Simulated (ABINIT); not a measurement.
# K2LiScF6 (Fm-3m): changed settings of a GW run in ABINIT

Aim: change inputs of a GW run on K2LiScF6 (Fm-3m) and see what moves.

Main program and level: ABINIT 10.8.3; LDA and many-body steps on it, plane waves.

## (1) The structure

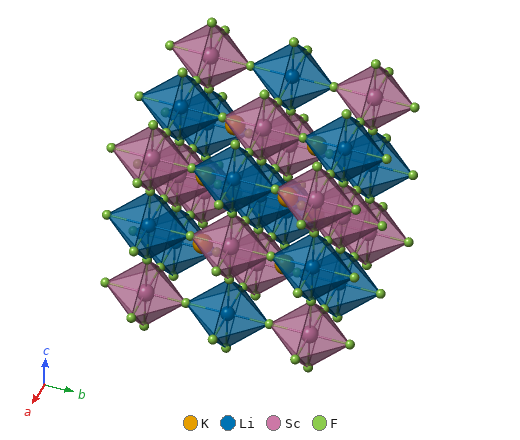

The starting structure, seen from a free direction (potassium orange, lithium blue, scandium pink, fluorine green). This picture shows the conventional cell, with its axes. Some periodic images of atoms are drawn too.

The cell and positions are those that the Materials Project relaxed with its own functionals (PBE, PBE+U or r2SCAN), kept fixed.

## (2) Screening, 2×2×2 mesh, 84 bands, screening to 87.1 eV

This step: ABINIT 10.8.3; RPA screening on LDA, plane waves, norm-conserving pseudopotentials.

The RPA dielectric matrix is built and inverted for each q.

File run.abi:

```
acell 3*1.0 Angstrom
rprim 
  -0.000000000000 4.144804000000 4.144804000000
  4.144804000000 -0.000000000000 4.144804000000
  4.144804000000 4.144804000000 -0.000000000000
ntypat 4
znucl 19 3 21 9
natom 10
typat 1 1 2 3 4 4 4 4 4 4
xred 
  0.250000000000 0.250000000000 0.250000000000
  0.750000000000 0.750000000000 0.750000000000
  0.500000000000 0.500000000000 0.500000000000
  -0.000000000000 -0.000000000000 -0.000000000000
  0.245587000000 0.245587000000 0.754413000000
  0.245587000000 0.754413000000 0.754413000000
  0.754413000000 0.754413000000 0.245587000000
  0.245587000000 0.754413000000 0.245587000000
  0.754413000000 0.245587000000 0.754413000000
  0.754413000000 0.245587000000 0.245587000000
pp_dirpath "pseudos"
pseudos "K.upf, Li.upf, Sc.upf, F.upf"
ecut 36
ngkpt 2 2 2
nshiftk 1
shiftk 0 0 0
kptopt 1
chksymbreak 0
istwfk *1
occopt 1
irdwfk 1
optdriver 3
nband 84
ecuteps 3.2
inclvkb 2
awtr 1
symchi 1
indata_prefix "in"
outdata_prefix "out"
tmpdata_prefix "tmp"
```

Command:

```console
$ OMP_NUM_THREADS=1 mpirun -n 4 abinit run.abi > log
```

The log of the run:

```text
.Version 10.8.3 of ABINIT. v10.8.2 released Aug 2026.

 Symmetries : space group Fm -3 m (#225); Bravais cF (face-center cubic)
[... echo of the input left out ...]
== DATASET  1 ==================================================================
-   mpi_nproc: 4, omp_nthreads: 1 (-1 if OMP is not activated)

--- !DatasetInfo
iteration_state: {dtset: 1, }
dimensions: {natom: 10, nkpt: 3, mband: 84, nsppol: 1, nspinor: 1, nspden: 1, mpw: 9922, }
cutoff_energies: {ecut:  36.0, pawecutdg:  -1.0, }
electrons: {nelect:   7.40000000E+01, charge:   0.00000000E+00, occopt:   1.00000000E+00, tsmear:   1.00000000E-02, }

 SCREENING: Calculation of the susceptibility and dielectric matrices

 Based on a program developped by R.W. Godby, V. Olevano, G. Onida, and L. Reining.
 Incorporated in ABINIT by V. Olevano, G.-M. Rignanese, and M. Torrent.
.Using double precision arithmetic ; gwpc =  8

[... cell and pseudopotentials left out ...]
--------------------------------------------------------------------------------

 ==== K-mesh for the wavefunctions ====
 Number of points in the irreducible wedge :     3
[... list of points left out ...]
 Together with 48 symmetry operations and time-reversal symmetry
 yields     8 points in the full Brillouin Zone.

 ==== Q-mesh for the screening function ====
 Number of points in the irreducible wedge :     3
[... list of points left out ...]
 Together with 48 symmetry operations and time-reversal symmetry
 yields     8 points in the full Brillouin Zone.

 setmesh: FFT mesh size selected  =    40x   40x   40
          total number of points  =        64000

 vcoul_init : cutoff-mode = AUXILIARY_FUNCTION
 q-points for optical limit:   1
     1)      0.000010    0.000020    0.000030

- screening: taking advantage of time-reversal symmetry
- Maximum band index for partially occupied states nbvw = 37
- Remaining bands to be divided among processors   nbcw = 47
- Number of bands treated by each node ~11

 Number of electrons calculated from density =   74.0000; Expected =   74.0000
 average of density, n =  0.077000
 r_s =    1.4582
 omega_plasma =   26.7672 [eV]

 calculating chi0 at frequencies [eV] :
  1    0.000000E+00    0.000000E+00
  2    0.000000E+00    2.676715E+01

--------------------------------------------------------------------------------
  q-point number  1        q = ( 0.000000, 0.000000, 0.000000) [r.l.u.]
--------------------------------------------------------------------------------
[... chi0 elements left out ...]
 For q-point:  0.000010 0.000020 0.000030
  dielectric constant =   2.1067
  dielectric constant without local fields =   2.2940

  Average fulfillment of the sum rule on Im[epsilon] for q-point    1 :     25.67  [%]
[... wings left out ...]
  q-point number  2        q = ( 0.500000, 0.000000, 0.000000) [r.l.u.]
--------------------------------------------------------------------------------
[... chi0 elements left out ...]
  Average fulfillment of the sum rule on Im[epsilon] for q-point    2 :     31.52  [%]

 [... 1 further q-points ...]
```

It took 20 s on 4 MPI ranks of Arm Neoverse V2, shared host; peak memory 1.5 GiB; 81 s of CPU time.

Numbers from this step:

- ε∞ with local fields, on this mesh, along the program's q direction: 2.107
- the same without local fields: 2.294
- plasma frequency: 26.77 eV
- plane waves in the screening matrix: 259

Local fields lower ε∞ by 8 %. On a Γ-centred mesh this coarse the value itself is usually too large, while a short band sum pulls it down.

## (3) Base

The self-energy is evaluated for the states that the input lists, and the levels follow from it, in one-shot runs by the linearised quasiparticle equation.

This step: G0W0 on LDA, plane waves, norm-conserving pseudopotentials.

Edit run.abi of step 2 so:

```diff
@@ -31,8 +31,15 @@
 irdwfk 1
-optdriver 3
+optdriver 4
 nband 84
+gwcalctyp 0
+ecutsigx 36
+symsigma 1
+nkptgw 1
+kptgw 
+  0.0000000000 0.0000000000 0.0000000000
+bdgw 
+  35 40
 ecuteps 3.2
-inclvkb 2
-awtr 1
-symchi 1
+irdscr 1
+ppmodel 1
 indata_prefix "in"
```

The log of the run:

```text
.Version 10.8.3 of ABINIT. v10.8.2 released Aug 2026.

 Symmetries : space group Fm -3 m (#225); Bravais cF (face-center cubic)
[... echo of the input left out ...]
== DATASET  1 ==================================================================
-   mpi_nproc: 4, omp_nthreads: 1 (-1 if OMP is not activated)

--- !DatasetInfo
iteration_state: {dtset: 1, }
dimensions: {natom: 10, nkpt: 3, mband: 84, nsppol: 1, nspinor: 1, nspden: 1, mpw: 9922, }
cutoff_energies: {ecut:  36.0, pawecutdg:  -1.0, }
electrons: {nelect:   7.40000000E+01, charge:   0.00000000E+00, occopt:   1.00000000E+00, tsmear:   1.00000000E-02, }

 SIGMA: Calculation of the GW corrections

 Based on a program developped by R.W. Godby, V. Olevano, G. Onida, and L. Reining.
 Incorporated in ABINIT by V. Olevano, G.-M. Rignanese, and M. Torrent.
.Using double precision arithmetic ; gwpc =  8

[... cell and pseudopotentials left out ...]
--------------------------------------------------------------------------------

 ==== K-mesh for the wavefunctions ====
 Number of points in the irreducible wedge :     3
[... list of points left out ...]
 Together with 48 symmetry operations and time-reversal symmetry
 yields     8 points in the full Brillouin Zone.

 ==== Q-mesh for screening function ====
 Number of points in the irreducible wedge :     3
[... list of points left out ...]
 Together with 48 symmetry operations and time-reversal symmetry
 yields     8 points in the full Brillouin Zone.

 vcoul_init : cutoff-mode = AUXILIARY_FUNCTION
 q-points for optical limit:   1
     1)      0.000010    0.000020    0.000030
 setmesh: FFT mesh size selected  =    60x   60x   60
          total number of points  =       216000

 Number of electrons calculated from density =   74.0000; Expected =   74.0000
 average of density, n =  0.077000
 r_s =    1.4582
 omega_plasma =   26.7672 [eV]

 === KS Band Gaps ===
  >>>> For spin  1
   Minimum direct gap =   6.7512 [eV], located at k-point      :   0.0000  0.0000  0.0000
   Fundamental gap    =   6.7512 [eV], Top of valence bands at :   0.0000  0.0000  0.0000
                                       Bottom of conduction at :   0.0000  0.0000  0.0000
 SIGMA fundamental parameters:
 PLASMON POLE MODEL  1
 number of plane-waves for SigmaX                 9841
 number of plane-waves for SigmaC and W            259
 number of plane-waves for wavefunctions          9841
 number of bands                                    84
 number of independent spin polarizations            1
 number of spinorial components                      1
 number of k-points in IBZ                           3
 number of q-points in IBZ                           3
 number of symmetry operations                      48
 number of k-points in BZ                            8
 number of q-points in BZ                            8
 number of frequencies for dSigma/dE                 9
 frequency step for dSigma/dE [eV]                0.25
 number of omega for Sigma on real axis              0
 max omega for Sigma on real axis  [eV]           0.00
 zcut for avoiding poles [eV]                     0.10

 EPSILON^-1 parameters (SCR file):
 dimension of the eps^-1 matrix on file            259
 dimension of the eps^-1 matrix used               259
 number of plane-waves for wavefunctions          9841
 number of bands                                    84
 number of q-points in IBZ                           3
 number of frequencies                               2
 number of real frequencies                          1
 number of imag frequencies                          1

 matrix elements of self-energy operator (all in [eV])

 Perturbative Calculation

--- !SelfEnergy_ee
iteration_state: {dtset: 1, }
kpoint     : [   0.000,    0.000,    0.000, ]
spin       : 1
KS_gap     :    6.751
QP_gap     :   12.555
Delta_QP_KS:    5.803
data: !SigmaeeData |
     Band     E0 <VxcDFT>   SigX SigC(E0)      Z dSigC/dE  Sig(E)    E-E0       E
       35  -0.430 -22.439 -29.753   5.175   0.798  -0.253 -24.146  -1.707  -2.137
       36  -0.430 -22.439 -29.753   5.175   0.798  -0.253 -24.146  -1.707  -2.137
       37  -0.430 -22.439 -29.753   5.175   0.798  -0.253 -24.146  -1.707  -2.137
       38   6.321 -18.463 -10.219  -3.335   0.834  -0.199 -14.367   4.096  10.417
       39   6.321 -18.463 -10.219  -3.335   0.834  -0.199 -14.367   4.096  10.417
       40   6.321 -18.463 -10.219  -3.335   0.834  -0.199 -14.367   4.096  10.417

== END DATASET(S) ==============================================================
================================================================================

 -outvars: echo values of variables after computation  --------
           etotal      0.0000000000E+00
            nband          84
             nkpt           3
          spgroup         225
 [... the other variables as echoed above ...]

 Calculation completed.
```

Run time: 5.3 s. Hardware: 4 MPI ranks; peak memory 0.5 GiB.

Numbers from this step:

| Property | Result |
| --- | --- |
| G0W0 gap on the points computed | 12.55 eV |
| starting gap on the mesh | 6.751 eV |
| k of the valence top | 0, 0, 0 |
| k of the conduction bottom | 0, 0, 0 |
| Z at the valence top | 0.798 |
| Z at the conduction bottom | 0.834 |
| least direct G0W0 gap on the computed points | 12.55 eV |

The gap on the mesh goes from 6.75 eV to 12.55 eV, a correction of +5.80 eV.

## (4) No symmetry in the self-energy

Edit run.abi of step 3 so:

```diff
@@ -35,3 +35,3 @@
 ecutsigx 36
-symsigma 1
+symsigma 0
 nkptgw 1
```

The log of the run:

```text
.Version 10.8.3 of ABINIT. v10.8.2 released Aug 2026.

 Symmetries : space group Fm -3 m (#225); Bravais cF (face-center cubic)
[... echo of the input left out ...]
== DATASET  1 ==================================================================
-   mpi_nproc: 4, omp_nthreads: 1 (-1 if OMP is not activated)

--- !DatasetInfo
iteration_state: {dtset: 1, }
dimensions: {natom: 10, nkpt: 3, mband: 84, nsppol: 1, nspinor: 1, nspden: 1, mpw: 9922, }
cutoff_energies: {ecut:  36.0, pawecutdg:  -1.0, }
electrons: {nelect:   7.40000000E+01, charge:   0.00000000E+00, occopt:   1.00000000E+00, tsmear:   1.00000000E-02, }

 SIGMA: Calculation of the GW corrections

 Based on a program developped by R.W. Godby, V. Olevano, G. Onida, and L. Reining.
 Incorporated in ABINIT by V. Olevano, G.-M. Rignanese, and M. Torrent.
.Using double precision arithmetic ; gwpc =  8

[... cell and pseudopotentials left out ...]
--------------------------------------------------------------------------------

 ==== K-mesh for the wavefunctions ====
 Number of points in the irreducible wedge :     3
[... list of points left out ...]
 Together with 48 symmetry operations and time-reversal symmetry
 yields     8 points in the full Brillouin Zone.

 ==== Q-mesh for screening function ====
 Number of points in the irreducible wedge :     3
[... list of points left out ...]
 Together with 48 symmetry operations and time-reversal symmetry
 yields     8 points in the full Brillouin Zone.

 vcoul_init : cutoff-mode = AUXILIARY_FUNCTION
 q-points for optical limit:   1
     1)      0.000010    0.000020    0.000030
 setmesh: FFT mesh size selected  =    60x   60x   60
          total number of points  =       216000

 Number of electrons calculated from density =   74.0000; Expected =   74.0000
[...]
number of k-points in BZ                            8
 number of q-points in BZ                            8
 number of frequencies for dSigma/dE                 9
 frequency step for dSigma/dE [eV]                0.25
 number of omega for Sigma on real axis              0
 max omega for Sigma on real axis  [eV]           0.00
 zcut for avoiding poles [eV]                     0.10

 EPSILON^-1 parameters (SCR file):
 dimension of the eps^-1 matrix on file            259
 dimension of the eps^-1 matrix used               259
 number of plane-waves for wavefunctions          9841
 number of bands                                    84
 number of q-points in IBZ                           3
 number of frequencies                               2
 number of real frequencies                          1
 number of imag frequencies                          1

 matrix elements of self-energy operator (all in [eV])

 Perturbative Calculation

--- !SelfEnergy_ee
iteration_state: {dtset: 1, }
kpoint     : [   0.000,    0.000,    0.000, ]
spin       : 1
KS_gap     :    6.751
QP_gap     :   12.554
Delta_QP_KS:    5.803
data: !SigmaeeData |
     Band     E0 <VxcDFT>   SigX SigC(E0)      Z dSigC/dE  Sig(E)    E-E0       E
       35  -0.430 -22.439 -29.753   5.175   0.798  -0.253 -24.146  -1.707  -2.138
       36  -0.430 -22.439 -29.753   5.175   0.798  -0.253 -24.146  -1.707  -2.137
       37  -0.430 -22.439 -29.753   5.176   0.798  -0.253 -24.145  -1.706  -2.137
       38   6.321 -18.463 -10.219  -3.334   0.834  -0.199 -14.367   4.096  10.417
       39   6.321 -18.463 -10.219  -3.335   0.834  -0.199 -14.367   4.096  10.417
       40   6.321 -18.463 -10.219  -3.335   0.834  -0.199 -14.367   4.096  10.417

== END DATASET(S) ==============================================================
================================================================================

 -outvars: echo values of variables after computation  --------
           etotal      0.0000000000E+00
            nband          84
             nkpt           3
          spgroup         225
 [... the other variables as echoed above ...]

 Calculation completed.
```

The job ended after 8 s (4 MPI ranks; peak memory 1.1 GiB; 31 s of CPU time).

Numbers from this step:

```
G0W0 gap on the points computed              : 12.55 eV
starting gap on the mesh                     : 6.751 eV
k of the valence top                         : 0, 0, 0
k of the conduction bottom                   : 0, 0, 0
Z at the valence top                         : 0.798
Z at the conduction bottom                   : 0.834
least direct G0W0 gap on the computed points : 12.55 eV
```

Against G0W0 in ABINIT (2×2×2 mesh, 84 bands, screening to 87.1 eV, Godby-Needs plasmon pole), the gap moves by +0.000 eV.

## (5) Scissors in G

Edit run.abi of step 4 so:

```diff
@@ -35,3 +35,3 @@
 ecutsigx 36
-symsigma 0
+symsigma 1
 nkptgw 1
@@ -44,2 +44,3 @@
 ppmodel 1
+mbpt_sciss 0.5 eV
 indata_prefix "in"
```

The log of the run:

```text
.Version 10.8.3 of ABINIT. v10.8.2 released Aug 2026.

 Symmetries : space group Fm -3 m (#225); Bravais cF (face-center cubic)
[... echo of the input left out ...]
== DATASET  1 ==================================================================
-   mpi_nproc: 4, omp_nthreads: 1 (-1 if OMP is not activated)

--- !DatasetInfo
iteration_state: {dtset: 1, }
dimensions: {natom: 10, nkpt: 3, mband: 84, nsppol: 1, nspinor: 1, nspden: 1, mpw: 9922, }
cutoff_energies: {ecut:  36.0, pawecutdg:  -1.0, }
electrons: {nelect:   7.40000000E+01, charge:   0.00000000E+00, occopt:   1.00000000E+00, tsmear:   1.00000000E-02, }

 SIGMA: Calculation of the GW corrections

 Based on a program developped by R.W. Godby, V. Olevano, G. Onida, and L. Reining.
 Incorporated in ABINIT by V. Olevano, G.-M. Rignanese, and M. Torrent.
.Using double precision arithmetic ; gwpc =  8

[... cell and pseudopotentials left out ...]
--------------------------------------------------------------------------------

 ==== K-mesh for the wavefunctions ====
 Number of points in the irreducible wedge :     3
[... list of points left out ...]
 Together with 48 symmetry operations and time-reversal symmetry
 yields     8 points in the full Brillouin Zone.

 ==== Q-mesh for screening function ====
 Number of points in the irreducible wedge :     3
[... list of points left out ...]
 Together with 48 symmetry operations and time-reversal symmetry
 yields     8 points in the full Brillouin Zone.

 vcoul_init : cutoff-mode = AUXILIARY_FUNCTION
 q-points for optical limit:   1
     1)      0.000010    0.000020    0.000030
 setmesh: FFT mesh size selected  =    60x   60x   60
          total number of points  =       216000

 Number of electrons calculated from density =   74.0000; Expected =   74.0000
[...]
number of q-points in BZ                            8
 number of frequencies for dSigma/dE                 9
 frequency step for dSigma/dE [eV]                0.25
 number of omega for Sigma on real axis              0
 max omega for Sigma on real axis  [eV]           0.00
 zcut for avoiding poles [eV]                     0.10
 scissor energy [eV]                              0.50

 EPSILON^-1 parameters (SCR file):
 dimension of the eps^-1 matrix on file            259
 dimension of the eps^-1 matrix used               259
 number of plane-waves for wavefunctions          9841
 number of bands                                    84
 number of q-points in IBZ                           3
 number of frequencies                               2
 number of real frequencies                          1
 number of imag frequencies                          1

 matrix elements of self-energy operator (all in [eV])

 Perturbative Calculation

--- !SelfEnergy_ee
iteration_state: {dtset: 1, }
kpoint     : [   0.000,    0.000,    0.000, ]
spin       : 1
KS_gap     :    6.751
QP_gap     :   12.626
Delta_QP_KS:    5.875
data: !SigmaeeData |
     Band     E0 <VxcDFT>   SigX SigC(E0)      Z dSigC/dE  Sig(E)    E-E0       E
       35  -0.430 -22.439 -29.753   5.182   0.798  -0.253 -24.141  -1.702  -2.132
       36  -0.430 -22.439 -29.753   5.182   0.798  -0.253 -24.141  -1.702  -2.132
       37  -0.430 -22.439 -29.753   5.182   0.798  -0.253 -24.141  -1.702  -2.132
       38   6.321 -18.463 -10.219  -3.344   0.835  -0.198 -14.290   4.173  10.494
       39   6.321 -18.463 -10.219  -3.344   0.835  -0.198 -14.290   4.173  10.494
       40   6.321 -18.463 -10.219  -3.344   0.835  -0.198 -14.290   4.173  10.494

== END DATASET(S) ==============================================================
================================================================================

 -outvars: echo values of variables after computation  --------
           etotal      0.0000000000E+00
            nband          84
             nkpt           3
          spgroup         225
 [... the other variables as echoed above ...]

 Calculation completed.
```

The job ended after 5.3 s (4 MPI ranks; peak memory 0.51 GiB; 21 s of CPU time).

This step gave:

- G0W0 gap on the points computed: 12.63 eV
- starting gap on the mesh: 6.751 eV
- k of the valence top: 0, 0, 0
- k of the conduction bottom: 0, 0, 0
- Z at the valence top: 0.798
- Z at the conduction bottom: 0.835
- least direct G0W0 gap on the computed points: 12.63 eV

[end of part 1 of 3]

[Paths, hosts, dates, memory and timing lines, banners, echoed tables and standing remarks are left out of the program output.]

[Logs are printed without paths, hosts, clocks, repeated set-up lines and the standing remarks that a program may print on its own settings, such as how far it seeks lower states.]

[Runs of the session that timed out or met a known fault of the program may be left out.]

[Hosts, paths, dates, database ids (printed as entryN), source tags and the programs' standing remarks are cut or masked in the printed files.]

[G0W0 gaps are taken among the corrected bands and points alone; a level outside them can change the order at an edge.]

[Where Ansatz stands beside ABINIT at settings called matched, ABINIT's density can come from a denser mesh and the files from another edition; pairs whose starting gaps differed by over 0.03 eV were left out, so agreement reads better than it is.]
